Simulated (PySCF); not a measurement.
BF$_{2}$H$_{2}$Si, doublet, SMILES `FB(F)[SiH2]`.

Method: PBE0/6-31+G*; geometry: GFN2-xTB; program: PySCF. No frequency check shows the geometry to be a minimum. The basis has diffuse s and p functions alone, which still leaves polarisabilities too small, most of all across bonds. The stability of the open-shell solution wasn't checked. GFN2-xTB doesn't know the spin state, so this open-shell geometry is rough.

Cartesian coordinates (Å):

```
F1       1.2219   -1.1141    0.0000
B2       0.4807   -0.0000    0.0000
F3       1.2220    1.1141    0.0000
Si4     -1.4202    0.0000    0.0000
H5      -2.2576   -1.1941    0.0000
H6      -2.2575    1.1943    0.0000
```

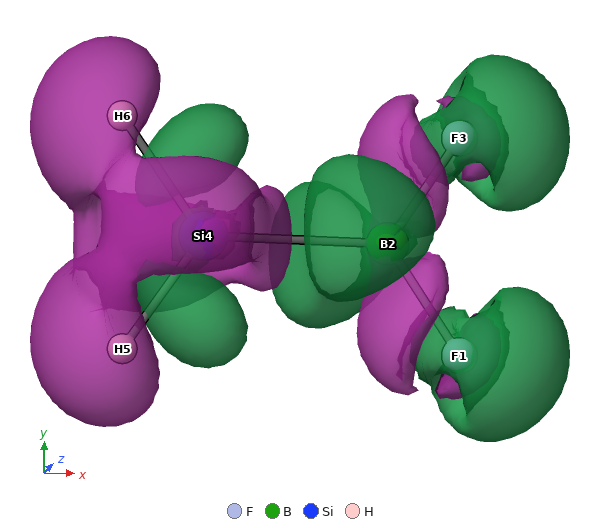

Change of the electron density in a uniform field of 0.21 V/Å, surfaces at ±0.0015 e/Å³ (green: gain, purple: loss).

Question: Along which Cartesian direction does the field point?

Answer: Along −x: electrons gather on the +x side, against the field.

Question: What dipole is induced, and what polarisability does it imply?

Answer: The induced dipole is 0.55 D (along the field); α along this axis, from the fields in both directions, is 53 bohr³ (7.9 Å³).

Question: Which atoms gain and lose the most charge?

Answer: Electrons gather most on B2 (Hirshfeld charge changes by −0.011 e) and leave Si4 most (+0.012 e); 0.045 electrons are displaced in all.
